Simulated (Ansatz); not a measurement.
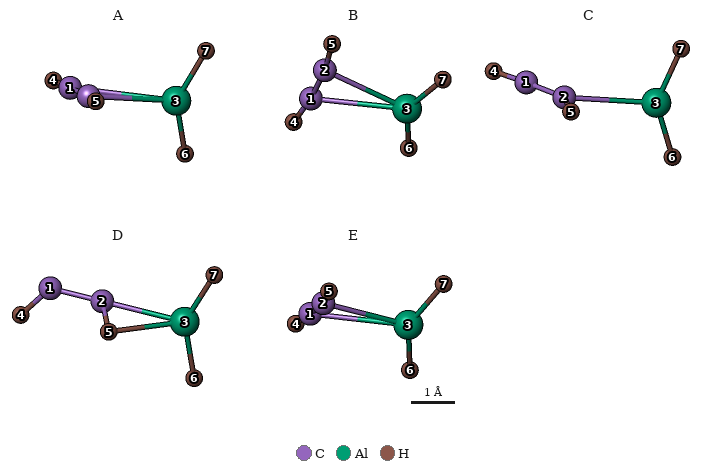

5 geometries from one relaxation of C2H4Al (charge +1), in shuffled order. A ball-and-stick model, seen at a tilt.

It is one of the separated reactants of a reaction.

Computed with Ansatz, RKS PBE-D4/def2-SVP. Set-up: force threshold 0.03 eV/Å; at most 250 steps.

### Put them in the order of the run, from the start to the converged end.

D, C, A, E, B. They are steps 0, 5, 9, 12, 17, at +2.219 eV, +0.482 eV, +0.252 eV, +0.087 eV relative to the last. After 17 geometry steps the energy has fallen by 2.219 eV. Largest force component: 2.6 eV/Å at the start, 0.009 eV/Å at the end. H5 moves most after the best rigid fit: 1.83 Å. Largest moves by element: H 1.83 Å, C 0.95 Å, Al 0.42 Å. Near-neighbour distances that change, for instance: C1–Al3 3.279 → 2.288 Å, Al3–H5 1.908 → 2.889 Å, C2–Al3 2.008 → 2.292 Å, C1–C2 1.270 → 1.235 Å. Bond angles that change, for instance: C1–C2–Al3 180.0° → 74.2°, C1–C2–H5 110.9° → 173.5°, C2–C1–H4 121.2° → 173.3°.
